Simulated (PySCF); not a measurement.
Consider C$_{4}$H$_{11}$BO$_{2}$.

Input

```
{"job": {"kind": "nmr", "xc": "PBE0", "basis": "pcSseg-1"}, "charge": 0, "multiplicity": 1}
O      2.072943     1.398589     0.564227
B      2.199023     0.584659    -0.533550
O      0.401013    -0.218354    -0.667270
C     -0.591497     0.807351    -0.678391
C     -1.811328     0.264568     0.086978
C     -1.425538    -1.186427     0.389251
C      0.097401    -1.099346     0.399857
H      2.300374     0.982680     1.394917
H      2.146337     1.149661    -1.564204
H      2.800007    -0.434131    -0.454060
H     -0.807135     1.022795    -1.726755
H     -0.182465     1.706028    -0.206065
H     -1.957482     0.821012     1.012388
H     -2.723163     0.332938    -0.501889
H     -1.751833    -1.845789    -0.415163
H     -1.830751    -1.548244     1.331233
H      0.452436    -0.686920     1.354469
H      0.602899    -2.044753     0.202369
```

Launched as:

```sh
OMP_NUM_THREADS=1 python probes_run.py task.json out
```

Geometry: GFN2-xTB; at this geometry the atoms fall into two loosely joined parts.

All numbers below come from PBE0/pcSseg-1, SCF density, gas phase, non-relativistic in PySCF 2.14.0.

**Predict the electron density and electron localisation function between the atoms.**

C–O (1.43 Å): ρ is about 2 e/Å³ halfway, with its minimum of 1.7 e/Å³ about 0.5 Å from C; the ELF peaks at about 0.90 between the atoms (a polar covalent bond).
C–C (1.54 Å): ρ at the midpoint is about 1.6 e/Å³; the ELF peaks at about 0.95 between the atoms; a covalent bond.

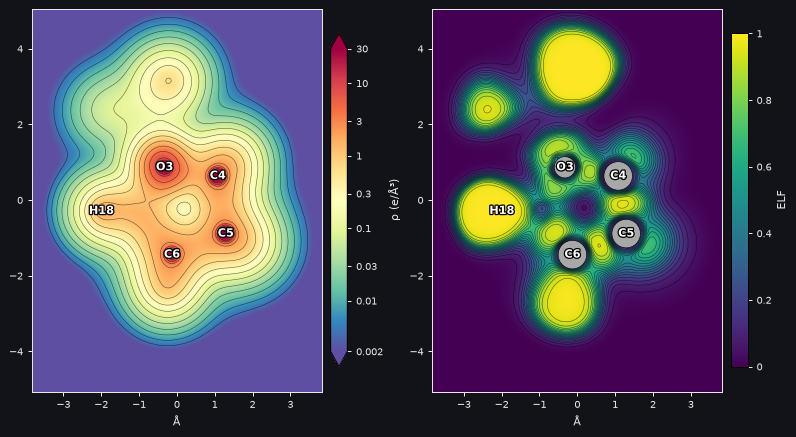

Computed electron density and electron localisation function on the plane of atoms O3, C4 and C5, in this order. Grey discs cover the atomic cores in the ELF map. 
